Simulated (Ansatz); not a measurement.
A series of calculations on BNH₅OCl

**1. Relaxation**

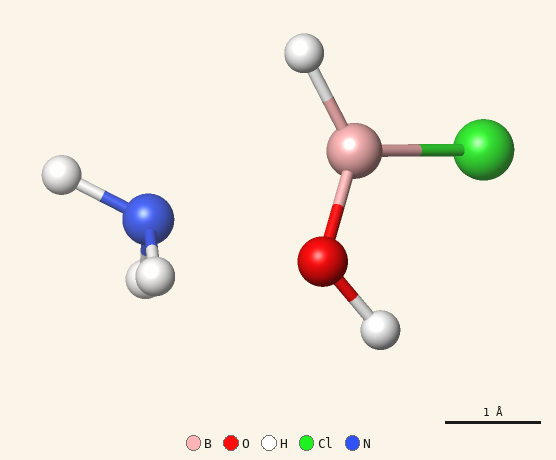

Starting structure of BNH$_{5}$OCl. The picture is a ball-and-stick view, seen at a tilt.

The run prepares an end point of a later path (reaction) calculation, from a guessed geometry.

The calculation used RKS PBE-D4/6-31G* in Ansatz.

The input:
```yaml
crystal:
  periodic: [false, false, false]
  atoms:
    - { symbol: B, position_ang: [-0.058897, -0.396013, 0.097798] }
    - { symbol: O, position_ang: [-0.144236, -0.535052, 1.47334] }
    - { symbol: H, position_ang: [-1.055497, -0.794582, 1.724882] }
    - { symbol: H, position_ang: [1.011625, -0.23611, -0.410049] }
    - { symbol: Cl, position_ang: [-1.497271, -0.67408, -0.920702] }
    - { symbol: "N", position_ang: [-0.202288, 2.262619, 0.759722] }
    - { symbol: H, position_ang: [-1.039474, 2.838353, 0.909348] }
    - { symbol: H, position_ang: [0.596944, 2.90605, 0.721255] }
    - { symbol: H, position_ang: [-0.075105, 1.675814, 1.611506] }
basis:
  gaussian: { orbitals: "6-31G*" }
hamiltonian:
  xc: pbe
  dispersion: d4
relax:
  f_tol: 0.03
  max_steps: 50
```

Launched with:
```bash
ansatz run input.yaml --threads 1 --pin off --max-ram 2048MiB --backend cpu --events-out ev --progress --plain --runs-dir out
```

What does the optimiser find from here?

After 12 accepted moves (13 points after the start) the energy has fallen by 61.0 kJ/mol. The largest force component goes from 0.7 to 0.02 eV/Å. The line search rejected the trial step at point 9 of the run. H8 moves most after the best rigid fit: 1.00 Å. By element the largest moves are H 1.00 Å, Cl 0.72 Å, B 0.62 Å, N 0.47 Å, O 0.19 Å. Near-neighbour distances that change, for instance: B1–N6 2.744 → 1.695 Å, B1–Cl5 1.784 → 1.895 Å, B1–O2 1.385 → 1.413 Å, B1–H4 1.196 → 1.214 Å. New bonds form, among them: B1–N6 (2.74 → 1.70 Å). Bond angles that change, for instance: H4–B1–Cl5 120.0° → 112.5°, O2–B1–Cl5 120.1° → 115.1°, O2–B1–H4 119.4° → 115.4°. Cost: 18 s on 1 thread of Intel(R) Xeon(R) 6975P-C (Granite Rapids) (shared host), peak memory 0.17 GiB.

Step by step:

```tsv
step	E − E(0), kJ/mol	largest force component, eV/Å	note
0	0.00	0.6974	
1	-4.60	1.2515	
2	-18.25	1.1833	
3	-36.60	0.9187	
4	-49.42	1.3869	
5	-53.41	0.9041	
6	-55.56	0.5221	
7	-57.49	0.1420	
8	-59.09	0.2241	
9	-49.78	1.5677	rejected
10	-60.22	0.1615	
11	-60.37	0.2635	
12	-60.77	0.2130	
13	-60.98	0.0201
```

Final geometry:

```xyz
9

B    -0.0393    0.1531    0.3863
O    -0.3013   -0.5885    1.5607
H    -1.2476   -0.8243    1.6049
H     1.0811    0.0362   -0.0651
Cl   -1.3759    0.0377   -0.9521
N    -0.1312    1.7973    0.7900
H    -1.0903    2.0577    1.0610
H     0.1461    2.3909   -0.0030
H     0.4942    1.9868    1.5845
```

After the run, drawn alike:

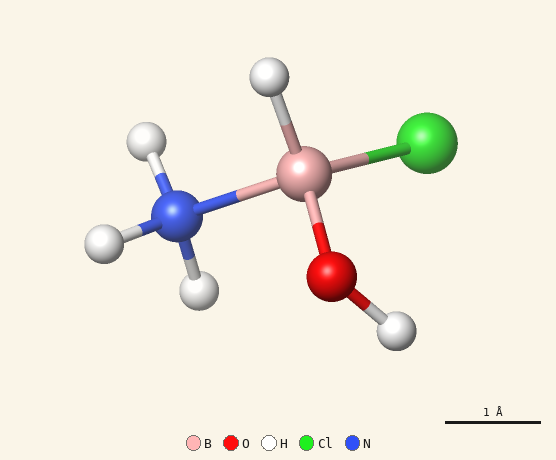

Limits of the set-up: the start holds two separate molecules, 2.2 Å apart at their closest, whose relative position is a soft coordinate.

**2. Relaxation**

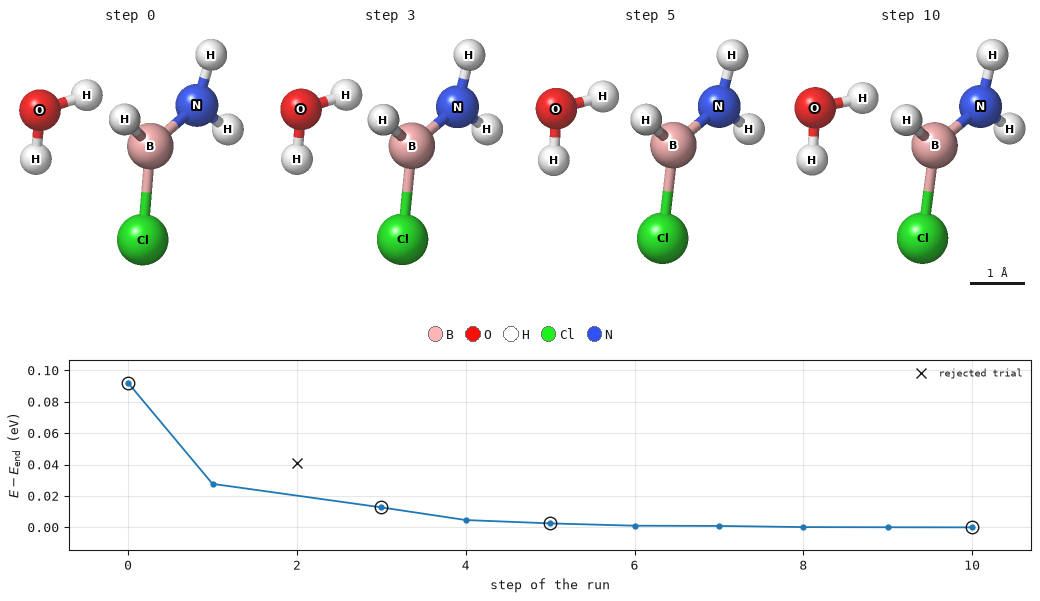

Frames of a relaxation of BNH$_{5}$OCl, marked on the history of the run. Style: ball-and-stick. Shown from a free direction.

The run prepares an end point of a later path (reaction) calculation, from a guessed geometry.

Level of theory: Ansatz 0.2.0, RKS PBE-D4/6-31G*. Set-up: no spin polarisation; force threshold 0.03 eV/Å; at most 50 steps.

Question: Describe the path.

Answer: The O atom moves most after the best rigid fit: 0.15 Å. By element the largest moves are O 0.15 Å, H 0.15 Å, N 0.11 Å, B 0.08 Å, Cl 0.06 Å. Some distances before and after: B–N 1.479 → 1.403 Å, H–O 0.994 → 0.979 Å. After 9 accepted moves (10 points after the start) the energy has fallen by 0.092 eV. The largest force component goes from 2 to 0.015 eV/Å. The line search rejected the trial step at point 2 of the run. From step 0 to 3: an H atom moves most (0.06 Å), energy −0.079 eV. From step 3 to 5: the O atom moves most (0.12 Å), energy −0.010 eV. From step 5 to 10: O and H atoms move most (0.05 Å), energy −0.003 eV.

Limits of the set-up: the start holds two separate molecules, 2.3 Å apart at their closest, whose relative position is a soft coordinate.

**3. Path**

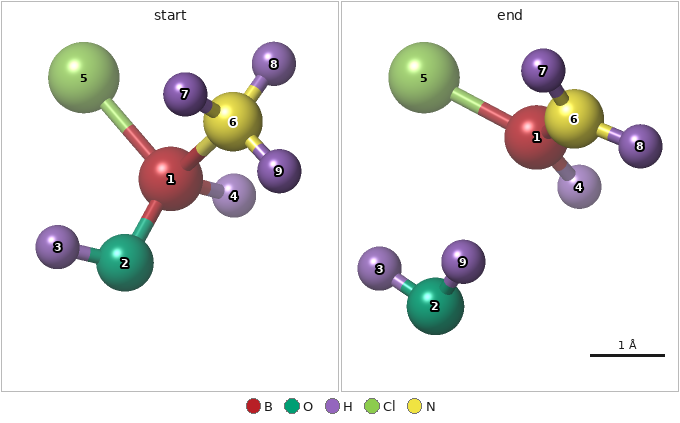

The two relaxed end points of a path for BNH$_{5}$OCl. Style: ball-and-stick. Shown from a free direction.

Level of theory: RKS PBE-D4/6-31G* (Ansatz 0.2.0).

Set-up: 9 movable images; climbing image; force threshold 0.03 eV/Å; iteration limit 60.

Start:
```xyz
9

B    -0.0137    0.1631    0.3867
O    -0.2957   -0.6004    1.5423
H    -1.2364   -0.8611    1.5513
H     1.1240    0.0810   -0.0276
Cl   -1.3008    0.0309   -0.9978
N    -0.1622    1.7989    0.8072
H    -1.1364    2.0309    1.0486
H     0.1261    2.4098    0.0315
H     0.4309    1.9940    1.6249
```

End:
```xyz
9

B    -0.0294    0.7196   -0.2645
O    -0.1045   -0.4358    2.3033
H    -0.8641   -0.9040    1.9013
H     1.0449    0.2244   -0.4405
Cl   -1.5048   -0.1680   -0.7765
N    -0.1840    2.0153    0.2510
H    -1.0804    2.4974    0.3028
H     0.6187    2.5944    0.4894
H    -0.3607    0.5037    2.2007
```

> Predict the minimum-energy path and its barrier.

Forward barrier 99.3 kJ/mol, backward barrier 19.0 kJ/mol, with image 6 at the top; the reaction energy is +80.3 kJ/mol. Breaking: B1–O2 (1.41 → 1.62 at the top → 2.82 Å), N6–H9 (1.03 → 1.43 at the top → 2.47 Å). Forming: O2–H9 (2.70 → 1.17 at the top → 0.98 Å). The band is converged. At the top, the vibrational analysis gives one imaginary mode (953i cm⁻¹), as a transition state must have.

Energies of the converged images:

| image | path (Å) | E (kJ/mol) |
| --- | --- | --- |
| 0 | 0.00 | 0.0 |
| 1 | 0.40 | 1.1 |
| 2 | 0.80 | 3.4 |
| 3 | 1.19 | 5.6 |
| 4 | 1.59 | 13.3 |
| 5 | 1.99 | 52.5 |
| 6 | 2.39 | 99.3 |
| 7 | 2.75 | 88.3 |
| 8 | 3.12 | 84.8 |
| 9 | 3.48 | 82.0 |
| 10 | 3.84 | 80.3 |

The geometry at the top of the path:

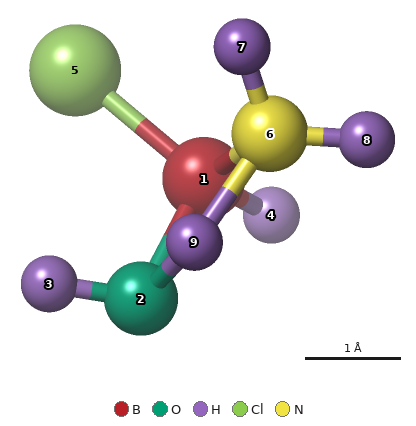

Cost: 110 s on 1 thread of Intel(R) Xeon(R) 6975P-C (Granite Rapids), with other jobs on the host, peak memory 0.13 GiB.
